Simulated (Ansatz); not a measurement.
# H3S+ (sulfonium) at 6 levels

We compute a comparison of 6 runs (B2PLYP/3-21G, BHLYP/6-31G, HSE06/3-21G, UPBE0/6-31G, wB97X/6-31G, CCSDTQ/6-31G) of H3S+ (sulfonium). 

The calculation is run with Ansatz 0.2.0.

9 further runs of the same task are left out: 7 that didn't finish, 2 set aside as unsound or not needed.

## 1. The molecule

The species is H3S+ (4 atoms), meant as a singlet with charge +1. As SMILES, `[SH3+]`. The H2–S1 distance was set to 2.711 Å, away from the relaxed value. At this shape a bond of the SMILES string is far longer than usual.

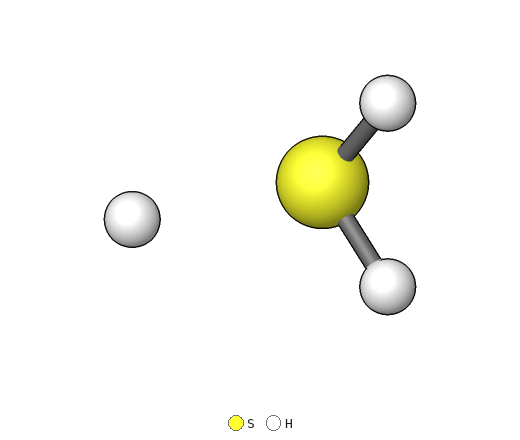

Viewed from a chosen angle; sulfur yellow, hydrogen white.

## 2. The energy at B2PLYP/3-21G (run 1)

input.yaml

```yaml
crystal:
  periodic: [false, false, false]
  atoms:
    - {symbol: S, position_ang: [-0.244798, -0.482753, -1.626289]}
    - {symbol: H, position_ang: [0.848020, 0.280920, 0.734350]}
    - {symbol: H, position_ang: [-1.040568, -1.419773, -1.055309]}
    - {symbol: H, position_ang: [-1.201918, 0.476077, -1.593779]}
basis:
  gaussian: {orbitals: 3-21G.json}
total_charge: 1
correlation: {frozen_orbitals: {H: 0, S: 5}}
hamiltonian: {xc: {name: B2PLYP}}
accuracy: high
```

The basis set 3-21G is read from a file made from the Basis Set Exchange's data (not shown).

The run is started by

```bash
$ ansatz run input.yaml --threads 1 --pin off --max-ram 2610MiB --events-out events.jsonl --progress --plain --runs-dir runs
```

Log:

```text
Warning: RAYON_NUM_THREADS=1 ignored (pool sized by the plan → 1); use --threads N
Functional definition: B2PLYP
  name "B2PLYP"
  parameter a = 0.53
  parameter c = 0.27
  exchange = (1 - a)*b88_x + a*exact_x
  correlation = (1 - c)*lyp_c + c*(mp2_os + mp2_ss)
356 factors; integrals over basis functions are off by at most 3.9e-9 eV
mean field evaluation 1: about -10807.1437 eV, gradient 3.0e1 eV
mean field evaluation 2: about -10807.1344 eV, gradient 3.0e1 eV
mean field evaluation 4: about -10810.9594 eV, gradient 6.7e0 eV
mean field evaluation 8: about -10811.5278 eV, gradient 3.2e-1 eV
mean field evaluation 16: about -10811.5278 eV, gradient 9.4e-6 eV
mean field -10811.52784494 eV, -397.3163199847 hartree, gradient 6.4e-8 eV, S^2 0.000000; 0 other end points of the search recorded, 0 dependent functions left out; unrestricted orbitals would lower it
5 core orbitals not correlated: weight in the atoms' cores, before any rotation towards them, 1.000 or more for the frozen orbitals, at most 0.000 for the correlated occupied ones
reference -10811.52786285 eV, -397.3163206429 hartree; 4, 4 occupied and 10, 10 virtual orbitals, 356 factors
second order -3.76028556 eV of doubles, -0.00000000 eV of singles
Total energy: -10812.54313995 eV, -397.3536313882 hartree
```

Run time: 0.76 s. Hardware: 1 thread of Arm Neoverse V2, shared host.

## 3. The energy at BHLYP/6-31G (run 2)

job.yaml

```yaml
crystal:
  periodic: [false, false, false]
  atoms:
    - {symbol: S, position_ang: [-0.244798, -0.482753, -1.626289]}
    - {symbol: H, position_ang: [0.848020, 0.280920, 0.734350]}
    - {symbol: H, position_ang: [-1.040568, -1.419773, -1.055309]}
    - {symbol: H, position_ang: [-1.201918, 0.476077, -1.593779]}
basis:
  gaussian:
    orbitals: 6-31G
total_charge: 1
hamiltonian:
  xc: {name: BHLYP}
accuracy: high
```

The run is started by

```bash
$ ansatz run job.yaml --threads 1 --pin off --max-ram 2610MiB --events-out events.jsonl --progress --plain --runs-dir runs
```

Log:

```text
Warning: RAYON_NUM_THREADS=1 ignored (pool sized by the plan → 1); use --threads N
Functional definition: BHLYP
  name "BHLYP"
  parameter a = 0.5
[... 1 set-up line as earlier in the session ...]
  correlation = lyp_c
403 factors; integrals over basis functions are off by at most 4.0e-9 eV
mean field evaluation 1: about -10864.7202 eV, gradient 2.9e1 eV
mean field evaluation 2: about -10854.0539 eV, gradient 5.0e1 eV
mean field evaluation 4: about -10869.2513 eV, gradient 3.7e0 eV
mean field evaluation 8: about -10869.3086 eV, gradient 4.6e-2 eV
mean field evaluation 16: about -10869.3087 eV, gradient 3.0e-7 eV
mean field -10869.30865861 eV, -399.4397257220 hartree, gradient 3.7e-8 eV, S^2 0.000000; 0 other end points of the search recorded, 0 dependent functions left out
reference -10869.30867857 eV, -399.4397264554 hartree; 9, 9 occupied and 10, 10 virtual orbitals, 403 factors
Total energy: -10869.30867857 eV, -399.4397264554 hartree
```

Run time: 0.65 s. Hardware: 1 thread of Arm Neoverse V2, shared host.

Runs 3 to 4 aren't shown in full; the table further down has their settings and results.

## 4. A single-point energy at wB97X/6-31G (run 5)

Edit job.yaml of step 3 so:

```diff
@@ -10,5 +10,5 @@
     orbitals: 6-31G
+accuracy: high
+hamiltonian:
+  xc: {name: wB97X}
 total_charge: 1
-hamiltonian:
-  xc: {name: BHLYP}
-accuracy: high
```

The run is started by

```bash
$ ansatz run job.yaml --threads 1 --pin off --max-ram 2610MiB --events-out events.jsonl --progress --plain --runs-dir runs
```

Log (excerpt; [...] marks lines left out):

```text
Warning: RAYON_NUM_THREADS=1 ignored (pool sized by the plan → 1); use --threads N
Functional definition: wB97X
  name "wB97X"
[...]
      + exact_x_lr(omega)
[...]
      + integral(e_c_pw_opposite_spin*poly(b97_u_opposite, 1, cos1, cos2, cos3, cos4))
403 factors; integrals over basis functions are off by at most 4.0e-9 eV
171 factors; integrals over basis functions are off by at most 1.5e-9 eV
[...]
mean field -10869.27965298 eV, -399.4386597845 hartree, gradient 4.9e-8 eV, S^2 0.000000; 0 other end points of the search recorded, 0 dependent functions left out
reference -10869.27965113 eV, -399.4386597166 hartree; 9, 9 occupied and 10, 10 virtual orbitals, 403 factors
Total energy: -10869.27965113 eV, -399.4386597166 hartree
```

Run time: 2.8 s. Hardware: 1 thread of Arm Neoverse V2, shared host; peak memory 0.18 GiB.

## 5. The energy at CCSDTQ/6-31G (run 6)

input.yaml

```yaml
basis:
  gaussian: {orbitals: 6-31G}
crystal:
  periodic: [false, false, false]
  atoms:
    - {symbol: S, position_ang: [-0.244798, -0.482753, -1.626289]}
    - {symbol: H, position_ang: [0.848020, 0.280920, 0.734350]}
    - {symbol: H, position_ang: [-1.040568, -1.419773, -1.055309]}
    - {symbol: H, position_ang: [-1.201918, 0.476077, -1.593779]}
total_charge: 1
correlation: {method: ccsdtq, frozen_orbitals: {H: 0, S: 5}}
accuracy: high
scf: {omitted_lower_state_checks: [cluster_reference, increment]}
```

The run is started by

```bash
$ ansatz run input.yaml --threads 1 --pin off --max-ram 2610MiB --events-out events.jsonl --progress --plain --runs-dir runs
```

Log (excerpt; [...] marks lines left out):

```text
Warning: RAYON_NUM_THREADS=1 ignored (pool sized by the plan → 1); use --threads N
Functional definition: HF
  name "HF"
[...]
403 factors; integrals over basis functions are off by at most 4.0e-9 eV
[...]
mean field -10849.76809054 eV, -398.7216230902 hartree, gradient 2.8e-8 eV, S^2 0.000000; 0 other end points of the search recorded, 0 dependent functions left out; unrestricted orbitals would lower it
5 core orbitals not correlated: weight in the atoms' cores, before any rotation towards them, 1.000 or more for the frozen orbitals, at most 0.000 for the correlated occupied ones
reference -10849.76809054 eV, -398.7216230902 hartree; 4, 4 occupied and 10, 10 virtual orbitals, 403 factors
second order -2.44626075 eV of doubles, -0.00000000 eV of singles
cycle   1  -2.72071618 eV  change   -4.9e-1 eV  update   1.4e-1
[...]
cycle  28  -3.68492026 eV  change  -4.1e-10 eV  update  1.9e-10
WARN: these amplitudes may be one of several solutions (largest doubles amplitude 0.52, level shift 1.64 eV)
Total energy: -10853.45301080 eV, -398.8570414122 hartree
Checks for a lower state left out: cluster_reference, increment
```

Wall time 3.3 s (1 thread of Arm Neoverse V2, shared host).

## 6. Overview of the runs

```
run         level  frozen core orbitals  energy (Eh)  wall time
  1  B2PLYP/3-21G                     5  -397.353631     0.76 s
  2   BHLYP/6-31G                     –  -399.439726     0.65 s
  3   HSE06/3-21G                     –  -397.368005      0.8 s
  4   UPBE0/6-31G                     –  -399.331711      2.1 s
  5   wB97X/6-31G                     –  -399.438660      2.8 s
  6  CCSDTQ/6-31G                     5  -398.857041      3.3 s
```

## 7. Results

```
                                          quantity          value
                               run 6: total energy  -398.85704 Eh
run 6: correlation energy (5 core orbitals frozen)     -135.4 mEh
                              run 6: T1 diagnostic          0.083
```

**Reading.** Totals of different functionals can't be ranked against each other. In runs 1, 6 the log says that unrestricted orbitals would lower the reference, so the values rest on an unstable closed-shell determinant (other closed-shell runs at this shape may share the fault). Spin contamination of the reference: run 4 ⟨S²⟩ = 0.60. Where it is this large, the reference is a mixture of spin states, and values that rest on it are in doubt. All runs together took 10 s, the longest 3.3 s.
